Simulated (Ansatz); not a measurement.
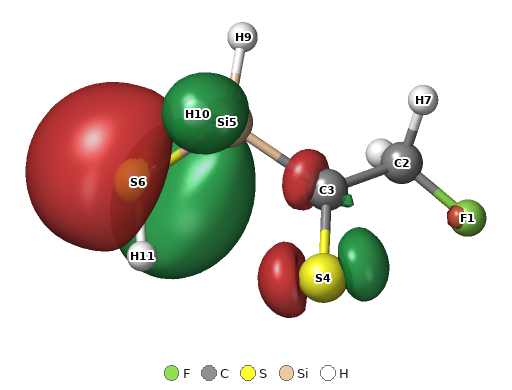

The picture shows: C2H5FS2Si (SMILES FCC(=S)[SiH2]S). The HOMO−1 at ±0.1 Å⁻³ᐟ² (green and red are the two phases), seen across its widest extent.

Level of theory: Ansatz 0.2.0, RKS r2SCAN-D4/def2-SVP.

```yaml
atoms:
  - { symbol: F, position_ang: [-2.4379, 0.0750, -0.4094] }
  - { symbol: C, position_ang: [-1.5670, 0.0835, 0.6375] }
  - { symbol: C, position_ang: [-0.2703, -0.6040, 0.3629] }
  - { symbol: S, position_ang: [0.0896, -1.3128, -1.0631] }
  - { symbol: Si, position_ang: [1.0129, -0.7620, 1.7604] }
  - { symbol: S, position_ang: [0.8934, -2.7596, 2.5295] }
  - { symbol: H, position_ang: [-1.3572, 1.1324, 0.9363] }
  - { symbol: H, position_ang: [-2.0383, -0.4058, 1.5164] }
  - { symbol: H, position_ang: [0.6873, 0.1147, 2.9258] }
  - { symbol: H, position_ang: [2.3437, -0.4175, 1.1930] }
  - { symbol: H, position_ang: [1.0962, -3.3099, 1.3082] }
```

Q: Where does this orbital lie, and at what energy?

A: Its weight (Hirshfeld) is mainly on S6 (about 75 %); largely a lone pair of S6. Its energy is −6.80 eV.
